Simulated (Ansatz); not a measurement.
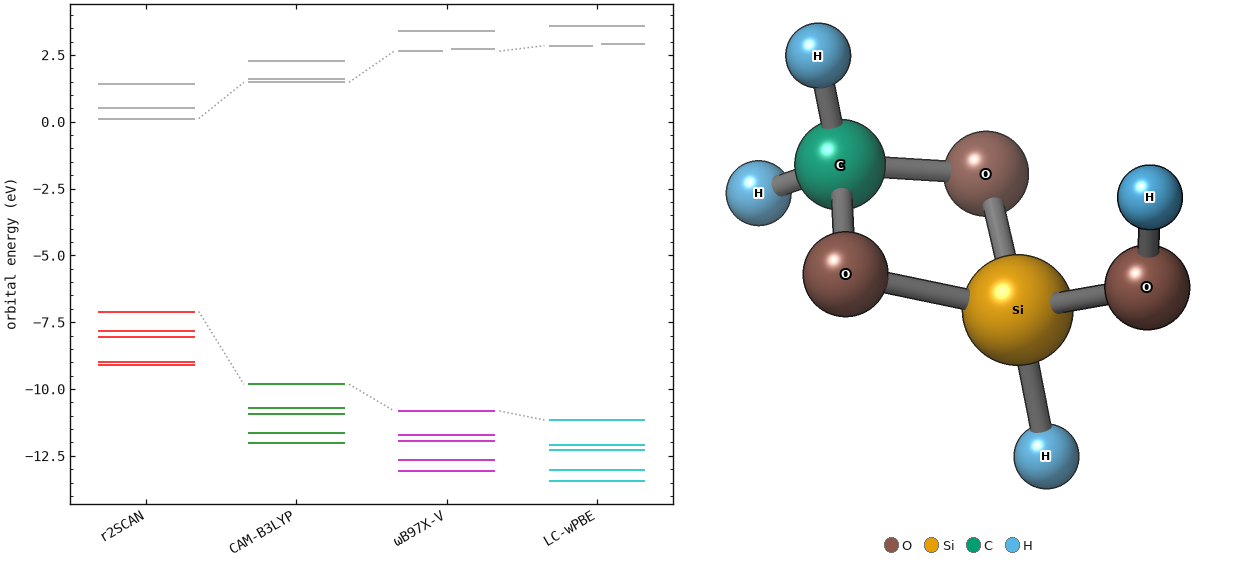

Frontier orbital energies of CH₄O₃Si, SMILES O[SiH]1OCO1 at one geometry, def2-TZVPP, the Ansatz code, at a PBE0-D4/def2-TZVP geometry (a minimum by its frequencies). Empty levels are grey, levels within 0.1 eV stand side by side; all columns show the same few orbitals around the gap. Dotted lines join the HOMOs and the LUMOs.

> How do the frontier levels move from column to column?

The separation grows from 7.22 eV (r2SCAN) to 14.01 eV (LC-wPBE).

```csv
level,HOMO (eV),LUMO (eV),separation (eV)
r2SCAN,−7.10,0.12,7.22
CAM-B3LYP,−9.82,1.48,11.30
ωB97X-V,−10.82,2.64,13.46
LC-wPBE,−11.16,2.85,14.01
```

Limits of at least one run: empty levels above zero depend strongly on the basis.
